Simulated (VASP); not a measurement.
Band structure of MoTe2 (2H layered). All values below come from PBE GGA, VASP's PBE PAW potentials (set 64) (plane waves; VASP 6.6.1).

Without a dispersion term in the relaxation, distances and binding between the weakly bound layers, chains or molecules are unreliable, and so is what depends on them. Unless said otherwise, spin-orbit coupling is left out, though it shifts the bands of the heavy elements here.

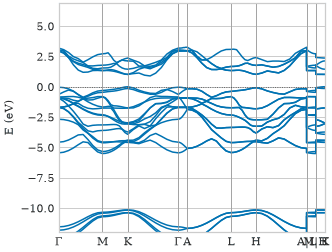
Figure. Bands along high-symmetry lines, zero at the valence-band maximum or, without a gap, the Fermi level

Q: Read the plot: is there a gap, and where are the band edges?

A: The gap is indirect, 0.89 eV, from the valence maximum at K to the conduction minimum at K-Γ at 0.44. (Edges off the drawn lines would not show.)

Measured: gap 1.06 eV at 4 K (computed value off by -0.17 eV), as given by Desman Perdamaian Gulo et al., Physical Review Materials (2023), doi:10.1103/physrevmaterials.7.044001.

The compound is MoTe2 in the 2H layered structure. It was relaxed first, which changed the volume by +7 %.
